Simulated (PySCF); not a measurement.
C4H6F2O2Si

```xyz
15

O     3.1938    0.1565    0.7883
C     2.3443   -0.0823   -0.0259
C     0.9409   -0.4455    0.3021
O     0.2844   -1.0071   -0.8261
C    -1.1121   -1.0204   -0.6549
C    -1.6031    0.3797   -0.2445
F    -2.7387    0.2670    0.5365
Si   -0.1063    1.1267    0.7071
F     0.4267    2.3849   -0.1429
H     2.5298   -0.0194   -1.1119
H     0.9269   -1.1467    1.1482
H    -1.5317   -1.3564   -1.6036
H    -1.4029   -1.7265    0.1374
H    -1.9003    0.9712   -1.1168
H    -0.2560    1.5262    2.0851
```

Geometry: GFN2-xTB.

These are results of PySCF, PBE0/pcSseg-1, SCF density, gas phase, non-relativistic, not measurements.

### What can the converged electron density and electron localisation function tell about the bonding?

C–O (1.20 Å): the density is about 3.3 e/Å³ at the midpoint; the ELF peaks at about 0.85 between the atoms: a short, multiple covalent bond.
C–C (1.49 Å): ρ at the midpoint is about 1.8 e/Å³; the ELF peaks at about 0.95 between the atoms: a covalent bond.
C–H (1.09 Å): the density is about 2.1 e/Å³ at the midpoint; the ELF climbs to about 1 towards the hydrogen, as it does in any bond to H (an ordinary covalent bond to hydrogen).

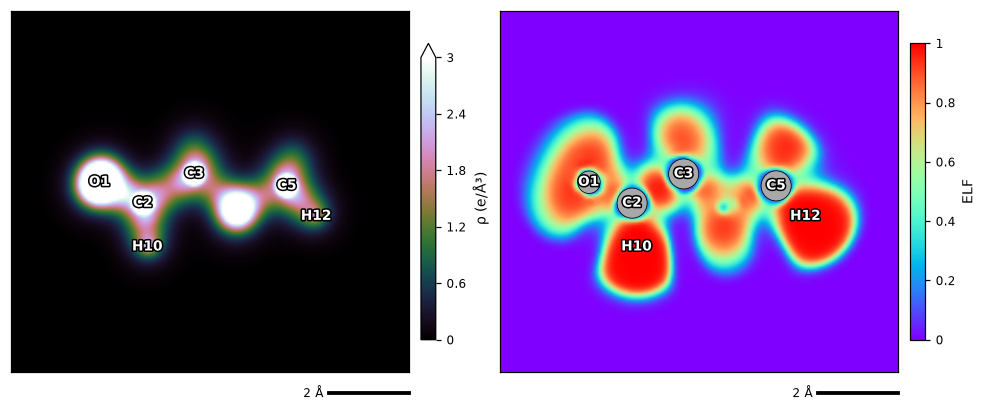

Computed electron density and electron localisation function on the plane of atoms O1, C2 and H10, in this order. Grey discs cover the atomic cores in the ELF map. 
